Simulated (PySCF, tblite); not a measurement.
# C5H4BClF3 radical: geometry, infrared bands and EPR parameters

Aim: predict the infrared bands and EPR parameters of C5H4BClF3 radical (`C[CH][C@@]1(F)C(Cl)=C1B(F)F`).

The runs use tblite 0.8.0 and PySCF 2.14.0, with density-fitted response routines of our own; the level of theory stands in each step. All values are computed, except where a source is named. Atoms count from 0, in the outputs and in this text.

### 1 The molecule as given

14 atoms, charge 0, multiplicity 2; geometry from: force field or distance geometry start.

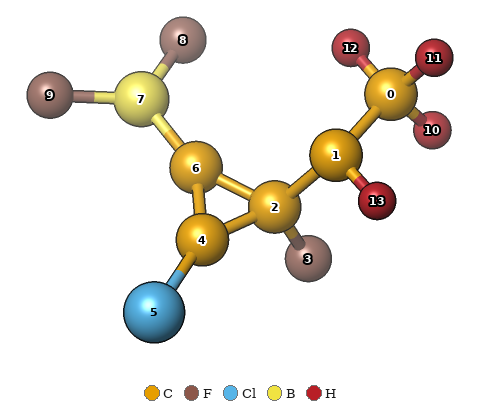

As it starts; carbon amber, fluorine brown, chlorine blue, boron yellow, hydrogen red, atoms numbered; sticks join atoms by distance.

### 2 Optimising the geometry with GFN2-xTB

What the job is given:

```
{"job": {"kind": "relax", "xc": "GFN2-xTB", "basis": "xTB"}, "charge": 0, "multiplicity": 2}
C     -1.887200     0.636900    -0.371800
C     -1.058400    -0.605500    -0.601100
C      0.046600    -0.741800     0.466400
F     -0.305400    -0.833100     1.790200
C      1.128300    -1.526700     0.092700
Cl     1.834400    -3.090100    -0.265800
C      1.242100    -0.076000     0.192200
B      2.089200     1.234700     0.097100
F      1.477100     2.502200     0.386200
F      3.467600     1.165000    -0.293000
H     -2.404000     0.594700     0.615800
H     -2.670800     0.703900    -1.164400
H     -1.260900     1.547100    -0.410100
H     -1.699400    -1.511700    -0.571500
```

Launch:

```console
OMP_NUM_THREADS=1 python probes_run.py task.json out
```

The driver reads the jobs from task.json and runs them one after another.

Log:

```text
step      E/eV     max force
  0    -887.04200    6.110
  1    -888.22313    3.008
  2    -888.65083    3.661
  3    -888.85531    1.220
  4    -888.92551    0.666
  5    -888.95025    0.499
  6    -888.97097    0.421
  7    -888.99507    0.467
  8    -889.01981    0.429
  9    -889.03665    0.288
 10    -889.04496    0.180
 11    -889.04981    0.187
 12    -889.05510    0.195
 13    -889.06085    0.205
 14    -889.06564    0.202
 15    -889.06894    0.160
 16    -889.07142    0.116
 17    -889.07373    0.121
 18    -889.07563    0.138
 19    -889.07685    0.100
 20    -889.07760    0.079
 21    -889.07809    0.083
 22    -889.07846    0.058
 23    -889.07880    0.051
 24    -889.07912    0.052
 25    -889.07946    0.061
 26    -889.07984    0.063
 27    -889.08033    0.060
 28    -889.08100    0.072
 29    -889.08188    0.084
 30    -889.08296    0.089
 31    -889.08416    0.104
 32    -889.08545    0.123
 33    -889.08612    0.219
 34    -889.08760    0.130
 35    -889.08843    0.100
 36    -889.09010    0.084
 37    -889.09122    0.113
 38    -889.09457    0.166
 39    -889.09831    0.175
 40    -889.10092    0.503
 41    -889.10874    0.358
 42    -889.11627    0.320
 43    -889.13241    0.703
 44    -889.13652    0.322
 45    -889.14856    0.236
 46    -889.15385    0.361
 47    -889.15929    0.198
 48    -889.16852    0.225
 49    -889.17914    0.231
 50    -889.18748    0.434
 51    -889.20043    0.425
 52    -889.21050    0.362
 53    -889.22692    0.520
 54    -889.23029    0.270
 55    -889.23655    0.164
 56    -889.24046    0.141
 57    -889.24277    0.107
 58    -889.24429    0.081
 59    -889.24552    0.108
 60    -889.24717    0.125
 61    -889.24887    0.129
 62    -889.25058    0.111
 63    -889.25241    0.125
 64    -889.25477    0.139
 65    -889.25849    0.185
 66    -889.26495    0.244
 67    -889.27411    0.240
 68    -889.28329    0.273
 69    -889.29120    0.275
 70    -889.29789    0.239
 71    -889.30283    0.187
 72    -889.30349    0.339
 73    -889.30722    0.144
 74    -889.30814    0.098
 75    -889.30920    0.074
 76    -889.31028    0.068
 77    -889.31101    0.056
 78    -889.31155    0.050
 79    -889.31211    0.066
 80    -889.31282    0.075
 81    -889.31348    0.077
 82    -889.31391    0.073
 83    -889.31421    0.053
 84    -889.31446    0.043
 85    -889.31481    0.041
 86    -889.31532    0.053
 87    -889.31596    0.066
 88    -889.31663    0.071
 89    -889.31730    0.083
 90    -889.31790    0.073
 91    -889.31842    0.077
 92    -889.31882    0.062
 93    -889.31909    0.046
 94    -889.31927    0.030
 95    -889.31939    0.031
 96    -889.31948    0.018
 97    -889.31952    0.017
 98    -889.31956    0.016
 99    -889.31958    0.013
100    -889.31961    0.013
101    -889.31965    0.012
102    -889.31968    0.012
103    -889.31970    0.015
104    -889.31973    0.017
105    -889.31977    0.015
106    -889.31982    0.021
107    -889.31989    0.022
108    -889.31997    0.027
109    -889.32006    0.028
110    -889.32014    0.024
111    -889.32021    0.027
112    -889.32028    0.032
113    -889.32035    0.030
114    -889.32043    0.029
115    -889.32054    0.039
116    -889.32071    0.045
117    -889.32093    0.042
118    -889.32122    0.046
119    -889.32148    0.040
120    -889.32173    0.055
121    -889.32191    0.035
122    -889.32216    0.024
123    -889.32232    0.026
124    -889.32245    0.030
125    -889.32258    0.032
126    -889.32281    0.038
127    -889.32319    0.059
128    -889.32283    0.149
129    -889.32412    0.062
130    -889.32473    0.053
131    -889.30325    0.674
132    -889.32538    0.052
133    -889.32572    0.047
134    -889.30455    0.608
135    -889.32616    0.043
136    -889.32651    0.033
137    -889.30769    0.611
138    -889.32690    0.030
139    -889.32718    0.021
140    -889.32642    0.174
141    -889.32764    0.025
142    -889.32779    0.028
143    -889.32783    0.056
144    -889.32792    0.037
145    -889.32797    0.028
146    -889.32821    0.020
147    -889.32848    0.041
148    -889.32842    0.111
149    -889.32877    0.076
150    -889.32895    0.024
151    -889.32922    0.051
152    -889.32946    0.077
153    -889.32987    0.080
154    -889.33014    0.083
155    -889.33047    0.092
156    -889.33085    0.130
157    -889.33157    0.052
158    -889.33209    0.167
159    -889.33284    0.072
160    -889.33337    0.082
161    -889.33388    0.088
162    -889.33466    0.151
163    -889.33560    0.145
164    -889.33246    0.510
165    -889.33723    0.066
166    -889.33806    0.063
167    -889.33924    0.378
168    -889.34077    0.107
169    -889.34247    0.103
170    -889.33576    0.836
171    -889.34488    0.056
172    -889.34651    0.050
173    -889.33669    0.871
174    -889.34846    0.067
175    -889.34998    0.086
176    -889.34059    0.869
177    -889.35235    0.095
178    -889.35408    0.120
179    -889.34629    0.870
180    -889.35720    0.118
181    -889.35922    0.147
182    -889.35105    0.908
183    -889.36295    0.138
184    -889.36512    0.166
185    -889.35753    0.865
186    -889.36931    0.151
187    -889.37153    0.155
188    -889.36408    0.907
189    -889.37552    0.102
190    -889.37756    0.135
191    -889.36765    0.834
192    -889.38074    0.113
193    -889.38244    0.117
194    -889.37603    0.775
195    -889.38518    0.062
196    -889.38657    0.095
197    -889.38180    0.597
198    -889.38870    0.086
199    -889.38971    0.094
200    -889.38993    0.383
201    -889.39181    0.074
202    -889.39249    0.088
203    -889.39351    0.196
204    -889.39457    0.067
205    -889.39503    0.052
206    -889.39565    0.085
207    -889.39595    0.059
208    -889.39622    0.062
209    -889.39653    0.055
210    -889.39681    0.086
211    -889.39703    0.054
212    -889.39724    0.038
213    -889.39742    0.031
214    -889.39763    0.030
215    -889.39789    0.030
216    -889.39804    0.024
217    -889.39812    0.025
218    -889.39817    0.019
219    -889.39821    0.017
220    -889.39824    0.018
221    -889.39826    0.013
222    -889.39828    0.009
```

Wall time 3.6 s (1 thread of AMD EPYC, shared host).

Along the way: (not every step is listed)

```
step  energy from step 0 (eV)  largest force (eV/Å)
   0                   0.0000                6.1096
   1                  -1.1811                3.0075
   2                  -1.6088                3.6613
   3                  -1.8133                1.2200
   4                  -1.8835                0.6663
   5                  -1.9082                0.4987
   6                  -1.9290                0.4206
   7                  -1.9531                0.4672
   8                  -1.9778                0.4288
  28                  -2.0390                0.0721
  48                  -2.1265                0.2249
  68                  -2.2413                0.2728
  88                  -2.2746                0.0712
 108                  -2.2780                0.0272
 128                  -2.2808                0.1490
 148                  -2.2864                0.1109
 168                  -2.2988                0.1070
 188                  -2.3221                0.9074
 208                  -2.3542                0.0621
 217                  -2.3561                0.0251
 218                  -2.3562                0.0195
 219                  -2.3562                0.0173
 220                  -2.3562                0.0176
 221                  -2.3563                0.0132
 222                  -2.3563                0.0088
```

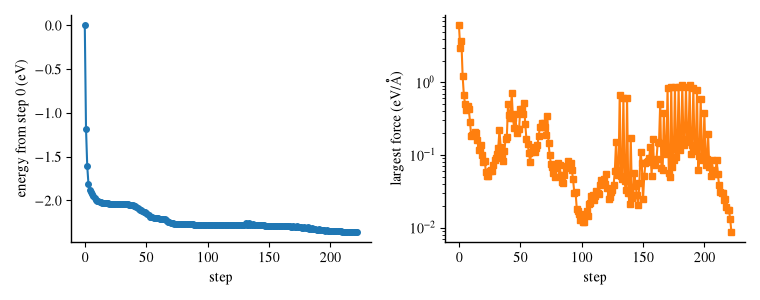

Energy and force, step by step.

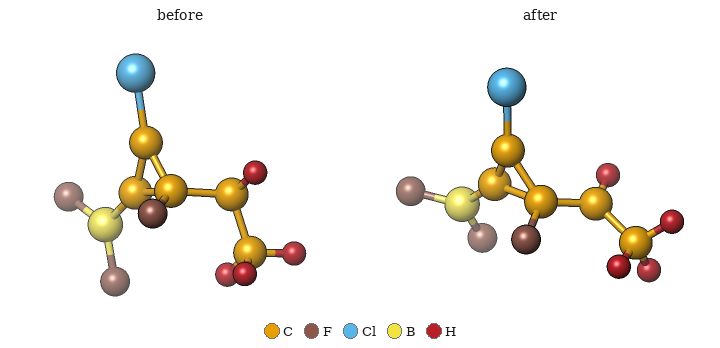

The geometry before (left) and after (right).

Distances of close pairs at the start and the end, largest changes first:

```csv
bond,before (Å),after (Å),change (Å)
C2–C6,1.396,1.563,+0.167
C4–C6,1.459,1.322,-0.137
C1–C2,1.542,1.417,-0.125
B7–F8,1.437,1.321,-0.116
C2–C4,1.388,1.503,+0.115
B7–F9,1.434,1.321,-0.113
C4–Cl5,1.753,1.666,-0.087
C6–B7,1.564,1.512,-0.051
```

The end geometry stands in the next job.

### 3 Harmonic vibrations with GFN2-xTB

What the job is given:

```
{"job": {"kind": "ir", "xc": "GFN2-xTB", "basis": "xTB"}, "charge": 0, "multiplicity": 2}
C     -2.344736     0.281802    -0.349960
C     -0.961782    -0.195957    -0.546724
C     -0.020151    -0.348056     0.501339
F     -0.465169    -0.004645     1.753636
C      1.087838    -1.363612     0.476153
Cl     1.394264    -2.991965     0.303281
C      1.509811    -0.127423     0.272366
B      2.532271     0.967001     0.063255
F      3.767524     0.884557     0.523659
F      2.236167     2.099547    -0.549671
H     -2.571389     0.399431     0.705610
H     -3.057269    -0.412127    -0.800254
H     -2.486999     1.243635    -0.849573
H     -0.621058    -0.432662    -1.540218
```

Log:

```text
mode    cm-1     km/mol
  1      38.3      0.39
  2      55.9      1.48
  3      67.3      1.84
  4      84.1      2.17
  5      87.8      0.51
  6     139.7      2.55
  7     177.6      0.29
  8     228.1      2.79
  9     286.1      0.70
 10     332.2      7.47
 11     400.4      8.97
 12     450.1     25.72
 13     473.9     16.01
 14     519.2     43.78
 15     557.4     30.24
 16     579.9     18.89
 17     604.7      9.22
 18     626.2     31.48
 19     783.3     36.12
 20     890.7     98.11
 21     982.8     82.41
 22     988.6     30.77
 23    1096.7     95.22
 24    1137.7     13.01
 25    1209.9     36.81
 26    1256.5    676.58
 27    1262.5    367.13
 28    1372.2     64.82
 29    1389.4      6.90
 30    1440.9     11.72
 31    1471.0     12.33
 32    1782.2    433.34
 33    2944.1      8.68
 34    2978.3     15.18
 35    3062.6      5.17
 36    3118.5     26.31
```

Run time: 0.93 s. Hardware: 1 thread of AMD EPYC, shared host.

The strongest bands and the atoms that carry them (share of the mass-weighted mode):

```
cm⁻¹  km/mol                                  atoms
 519    43.8              B7 32 %, C6 24 %, C2 21 %
 891    98.1                       C4 35 %, C6 27 %
 983    82.4  H12 34 %, H13 15 %, C0 14 %, H10 12 %
1097    95.2                       C2 57 %, C4 20 %
1256   676.6                       B7 66 %, C4 10 %
1262   367.1              B7 73 %, F8 16 %, F9 11 %
1372    64.8                       C1 46 %, C2 18 %
1782   433.3                       C6 53 %, C4 43 %
```

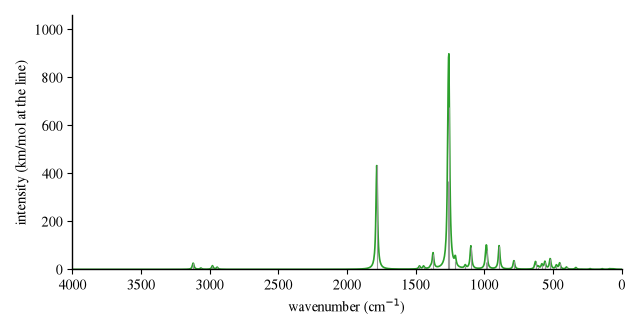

The infrared spectrum from these modes, unscaled. Lines are broadened to a width of 14 cm⁻¹ (Lorentzian).

### 4 EPR parameters: B3LYP/pcH-1

Same as in step 3 but for these lines:

```diff
@@ -1,2 +1,2 @@
-{"job": {"kind": "ir", "xc": "GFN2-xTB", "basis": "xTB"}, "charge": 0, "multiplicity": 2}
+{"job": {"kind": "epr", "basis": "pcH-1"}, "charge": 0, "multiplicity": 2}
 C     -2.344736     0.281802    -0.349960
```

Level: UKS B3LYP, pcH-1 on B C Cl F H, non-relativistic, mean-field spin-orbit, GIAO.

Log:

```text
UKS, coarse grid
  cycle   1  E = -977.41700628  |g| = 6.27e-01
  cycle   2  E = -977.24073778  |g| = 9.87e-01
  cycle   3  E = -977.54140288  |g| = 9.56e-02
  cycle   4  E = -977.54407163  |g| = 6.48e-02
  cycle   5  E = -977.54596644  |g| = 2.07e-02
  cycle   6  E = -977.54616214  |g| = 6.22e-03
  cycle   7  E = -977.54618860  |g| = 3.53e-03
  cycle   8  E = -977.54619777  |g| = 1.12e-03
  cycle   9  E = -977.54619843  |g| = 5.47e-04
UKS, final grid
  cycle   1  E = -977.54608998  |g| = 7.95e-04
  cycle   2  E = -977.54608953  |g| = 1.24e-03
  cycle   3  E = -977.54609030  |g| = 1.26e-04
  cycle   4  E = -977.54609031  |g| = 3.74e-05
  cycle   5  E = -977.54609031  |g| = 3.01e-05
  cycle   6  E = -977.54609031  |g| = 8.94e-06
E = -977.54609031 Eh   <S^2> = 0.7590 (exact 0.7500)
g shifts (ppm)      1          2          3
  rmc          -160       -160       -160
  gc              7         10         46
  oz_so        -595        417       1544
  total        -748        268       1430
hyperfine (MHz)  atom isotope    a_iso     a_fc   dipolar eigenvalues
    0   13C     -28.66     -28.67     -2.50      0.90      1.60
    1   13C      72.99      73.06    -68.95    -68.17    137.12
    2   13C     -55.42     -55.42     -9.98      2.27      7.72
    3   19F     -19.82     -19.88    -15.68      1.85     13.83
    4   13C     152.24     152.25    -11.76    -11.13     22.90
    5  35Cl      15.76      15.72     -8.76     -8.06     16.82
    6   13C      75.46      75.52    -13.32     -8.38     21.70
    7   11B       8.89       8.90     -2.61     -1.54      4.15
    8   19F      14.53      14.49    -17.19     -8.34     25.54
    9   19F       5.19       5.18     -7.84     -6.58     14.42
   10    1H       3.63       3.62     -3.89     -3.28      7.17
   11    1H      91.29      91.29     -4.60     -3.19      7.79
   12    1H     114.73     114.73     -4.91     -2.94      7.85
   13    1H     -53.08     -53.09    -31.74     -0.88     32.63
```

Wall time 2.9 min (1 thread of AMD EPYC, shared host); peak memory 1.2 GiB.

Principal g values 2.00157, 2.00259, 2.00375; g(iso) = 2.00264, against 2.00232 for a free electron.

Hyperfine couplings; where a row names several nuclei, a(iso) is their mean (it holds for fast rotation or exchange) and the dipolar term the largest among them:

```csv
nuclei,isotope,a(iso) (MHz),"a(iso) (G, at g = 2.0023)",largest dipolar term (MHz)
C4,13C,152.2,54.3,22.9
C6,13C,75.5,26.9,21.7
C1,13C,73.0,26.0,137.1
"H10, H11, H12",1H,69.9,24.9,7.9
C2,13C,-55.4,-19.8,-10.0
H13,1H,-53.1,-18.9,32.6
C0,13C,-28.7,-10.2,-2.5
F3,19F,-19.8,-7.1,-15.7
Cl5,35Cl,15.8,5.6,16.8
"F8, F9",19F,9.9,3.5,25.5
B7,11B,8.9,3.2,4.2
```

Mulliken spin populations:

C0 -0.07; C1 0.86; C2 -0.10; F3 0.00; C4 0.12; Cl5 0.03; C6 0.09; B7 0.02; F8 0.00; F9 0.00; H10 0.00; H11 0.03; H12 0.04; H13 -0.04

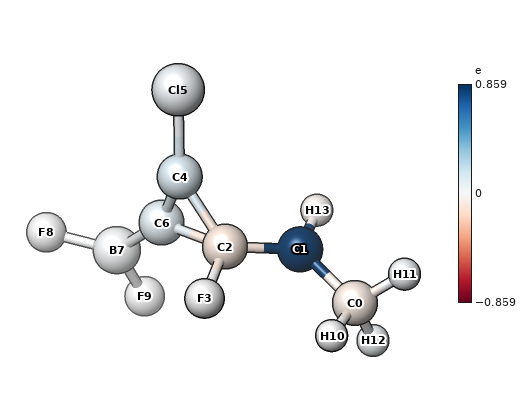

Mulliken spin populations, as colours on the atoms.

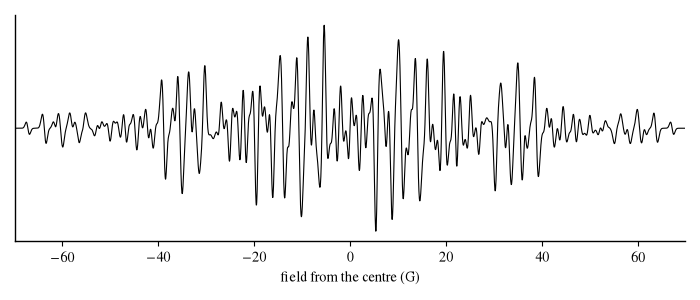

First-order isotropic spectrum (first derivative, main isotopes with spin only, couplings over 0.8 MHz, Gaussian width 0.3 G; couplings of the frozen geometry, rotation of groups not averaged beyond the rows shown).

The fields below are evaluated on a grid from the run's orbitals.

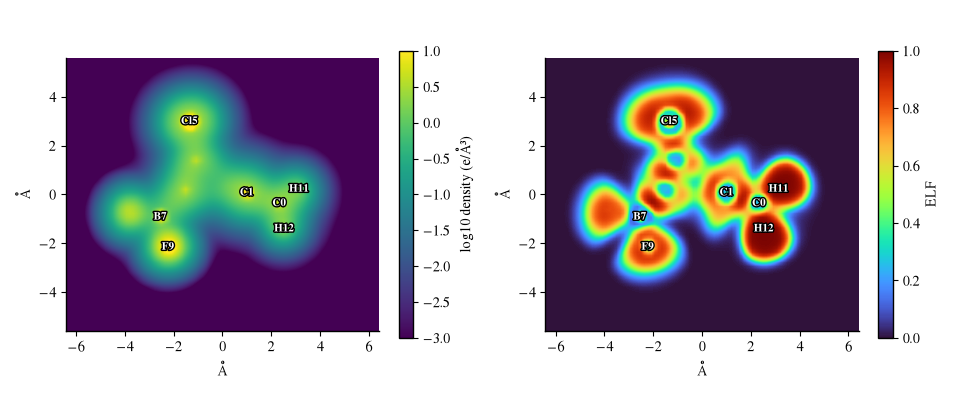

Density (left) and ELF (right) in a plane through or near 7 of the atoms.

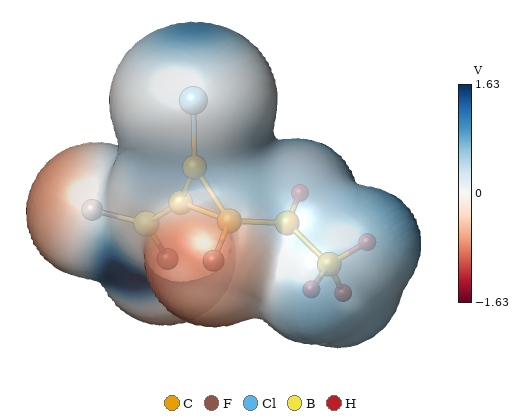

The potential that a unit positive charge feels on the 0.002 e/bohr³ surface, from the 1st to the 99th percentile, from -0.78 V near F3 to 1.63 V near B7.

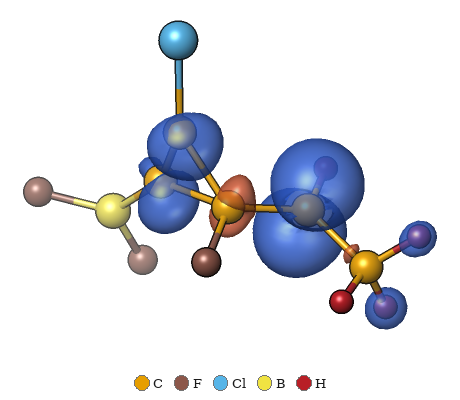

Spin density at ±0.04 e/Å³ (alpha excess blue, beta excess red).

### 5 Summary of results

| quantity | value |
| --- | --- |
| strongest single infrared mode (GFN2-xTB) | 1256 cm⁻¹, 677 km/mol |
| zero-point energy (GFN2-xTB) | 49.9 kcal/mol |
| g(iso) (B3LYP) | 2.00264 |
| ⟨S²⟩ | 0.759 (exact 0.75) |
| largest a(iso) (averaged by class) | 13C on C4, 152.2 MHz |
| surface potential, 1st and 99th percentile | -0.78 V and 1.63 V |

**Reading.** Relaxing lowered the energy by 2.356 eV in 222 steps; the close pair that moved most is C2–C6, from 1.396 to 1.563 Å. All 36 modes are real, so the xTB geometry is a minimum. The strongest single mode, at 1256 cm⁻¹, moves mainly B7. GFN2-xTB is a fitted tight-binding method: band positions and strengths are rough. Its intensities can rank the bands wrongly. C1 carries the largest spin population, 0.86 e. The isotropic g lies 0.3 ppt above the free-electron value.
